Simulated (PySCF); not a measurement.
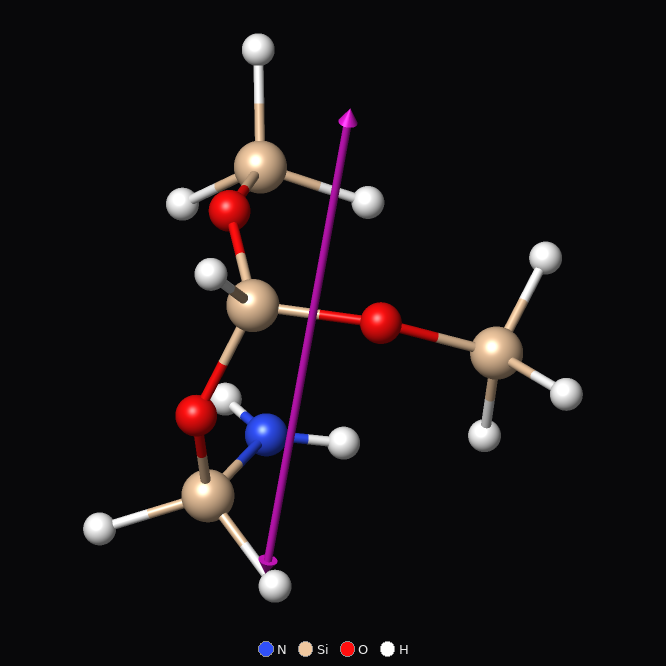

The double arrow shows the direction of the transition dipole to excited singlet state 1 (its length means nothing). The geometry was computed by an optimisation with PBE0-D3(BJ)/def2-SVP. No frequency run is at hand to confirm it as a minimum. Properties computed with TDDFT CAM-B3LYP/def2-SVPD, vertical, gas phase, core orbitals frozen in the response (PySCF 2.14.0).

### Where does the transition lie, and how strong is it?

6.86 eV (181 nm), oscillator strength 0.062, mainly HOMO → LUMO (weight 0.62); transition dipole 1.54 D.
